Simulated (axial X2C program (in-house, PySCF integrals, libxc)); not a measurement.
# Relativistic diatomic calculation, with input and output: SnSc

System: SnSc, single determinant with M_S = 1/2 and |Λ| = 1 (not the lowest found).
Method: PBE0, spin-free X2C-1e, Sn dyall-cv3z, Sc dyall-cv3z (cores contracted) (axial X2C program (in-house, PySCF integrals, libxc)).

**Input**
```
{"zs": [50, 21], "q": 0, "bas": ["dyall-cv3z", "dyall-cv3z"], "levels": ["PBE0", "HF", "B3LYP"], "cc": true, "r0": 2.88, "thr": -1.0, "nmax": 90, "npts": 10, "nst": 2, "ntry": 6}
```

The line is the task of a batch: nuclear charges, charge, bases, the levels to run, a first guess of the distance and further settings. This report covers PBE0 without spin-orbit coupling. The log is that of the reference distance 2.762 Å, started from orbitals converged before.

The run was one of a batch that the task file lists, launched with:
```bash
python <driver script> task.json out
```

**Output**
```
spin-free X2C-1e  PBE0
basis functions 260  fitting functions 1336  grid points 5804
iter        total energy     max residual
   1      -6940.272036764     1.27e-05
   2      -6940.272036795     1.28e-05
   3      -6940.272036809     1.77e-05
   4      -6940.272036818     1.14e-05
   5      -6940.272036833     8.12e-06
   6      -6940.272036862     1.26e-05
   7      -6940.272036860     1.25e-05
   8      -6940.272036847     5.03e-06
   9      -6940.272036855     2.35e-06
  10      -6940.272036857     1.21e-06
converged
one-electron -9941.02557890  Coulomb 3005.00170353  exact exchange -50.54611122  xc functional -154.87369091  nuclear repulsion 201.17164065
```

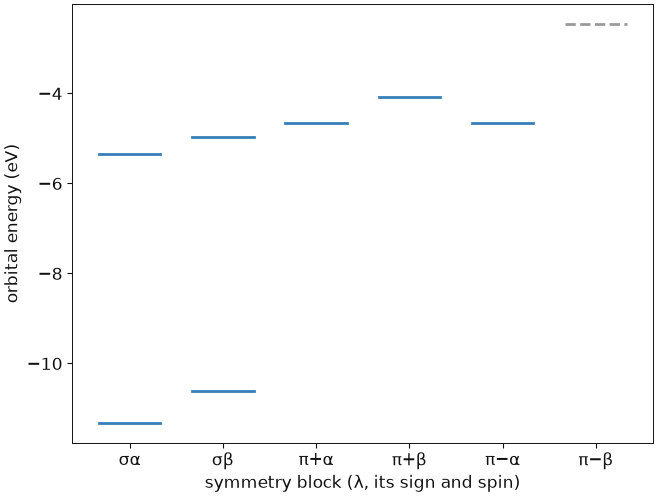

Orbital energies near the frontier at 2.76 Å, filled (solid) and empty (dashed); a label such as π−α means λ = −1 and α spin. The highest filled orbital (π+β; 45 % Sn p, 43 % Sc d) lies at −4.07 eV, the lowest empty one (π−β; 52 % Sn p, 30 % Sc d) at −2.46 eV.

**What the run reported**

- outcome: 1 of 5 points not converged
- largest ⟨S²⟩ along the curve: 0.93
- hardware: 1 thread of Arm Neoverse V1, 24 GiB of memory available, shared host
- wall time: 16 s

**What went wrong**

1 of the 5 points of the curve did not converge at the level reported and have no energy. The SCF at the reference distance, whose log is shown, did converge. The curve is incomplete. ⟨S²⟩ reaches 0.93 where a pure state of this multiplicity has 0.75, so the determinant is spin-contaminated.
